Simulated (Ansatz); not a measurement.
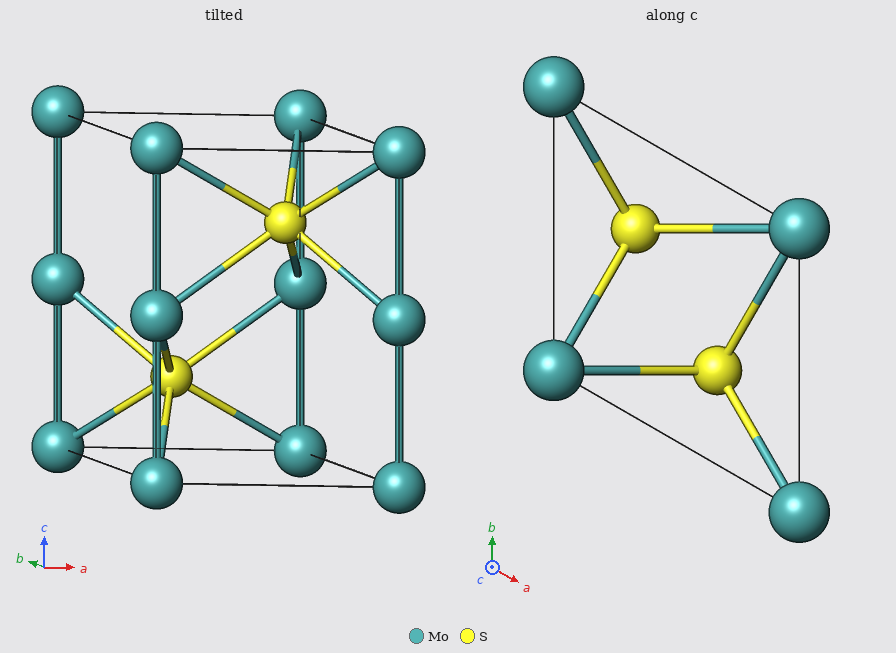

An orthographic ball-and-stick view of the structure, slightly off an axis and along the c axis. The conventional unit cell is outlined; an atom on or near a face, edge or corner is repeated at each equivalent position.

MoS, nickel arsenide (NiAs) type, space group P6_3/mmc (No. 194), a = 3.742 Å, b = 3.742 Å, c = 5.211 Å, α = 90.00°, β = 90.00°, γ = 120.00°. The structure comes from a structure type filled with these elements by a generator (whether the compound takes this form wasn't checked). Earlier steps of the study, as a rule a relaxation of our own, may have changed the cell and positions, so they can lie some per cent off the listed ones. A calculation with Ansatz used it as input.

This one geometry was computed with Ansatz (DFT, plane waves, PAW) at four levels of theory: LDA, r2SCAN, PBEsol and PBE with spin-orbit coupling.

Which level gives the highest pressure at this volume, and what does that say about its equilibrium volume?

Highest: r2SCAN (1.3 GPa), which points to the largest equilibrium volume. Lowest, with the smallest volume: LDA (-9.7 GPa). Levels within 0.5 GPa of each other can't be told apart.

How does the band gap change with the level of theory?

All levels give a metal.

Collect the results in a table.

| level | cutoff (eV) | k-mesh of the run's cell | gap (eV) | pressure (GPa) | absolute moment (μB/atom) |
| --- | --- | --- | --- | --- | --- |
| LDA | 420 | 10×10×6 | metal | -9.7 | 0.00 |
| r2SCAN | 500 | 10×10×6 | metal | 1.3 | 0.50 |
| PBEsol | 420 | 10×10×6 | metal | -6.5 | 0.00 |
| PBE with spin-orbit coupling | 420 | 10×10×6 | metal | 0.0 | 0.00 |

Gaps are taken on the k-mesh or band path of each run.
